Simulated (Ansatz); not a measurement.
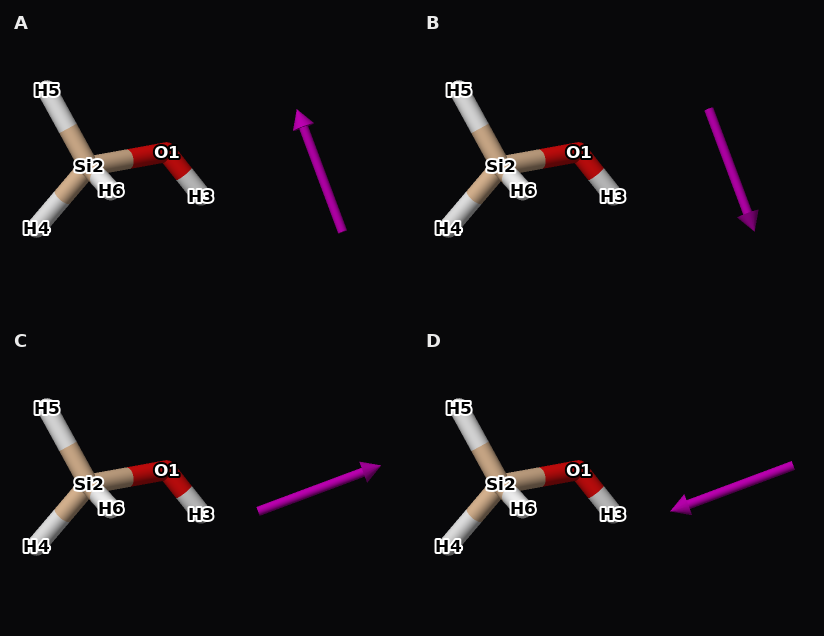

The same molecule four times, each with an arrow. The geometry was computed by an optimisation with PBE0-D4/def2-TZVP. No frequency run is at hand to confirm it as a minimum. Level of theory: RKS PBE0-D4/def2-TZVP (Ansatz 0.2.0).

### Which arrow points along the dipole moment, from the negative to the positive end?

B. The dipole moment is 1.36 D; it points from the side of H5 to the side of H3 (the outermost atoms at the two ends).
